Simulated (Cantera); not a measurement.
Charge: 1 mol (CH3)2SiCl2, 0.014 mol CH4, 58 mol H2, equilibrated at 12.0 Torr.

Method: chemical equilibrium by Gibbs-energy minimisation in Cantera with the NASA 1993 tables (ideal gas, pure condensed phases). Candidate condensed phases: C, C6H6, C7H8, C8H18, Si, SiC; 109 gas species. The feed counts by its element totals alone. The numbers say what is thermodynamically allowed, not how fast it happens.

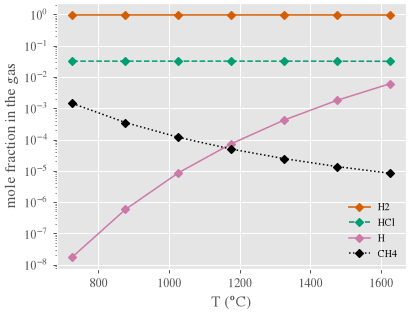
Fig. 1. Equilibrium gas composition (values under 1e-9 drawn at 1e-9)

Problem. Read off the mole fractions at 1327 °C.

Solution. H2 about 0.97, HCl about 0.032, H about 0.00042, CH4 about 2.4e-5.
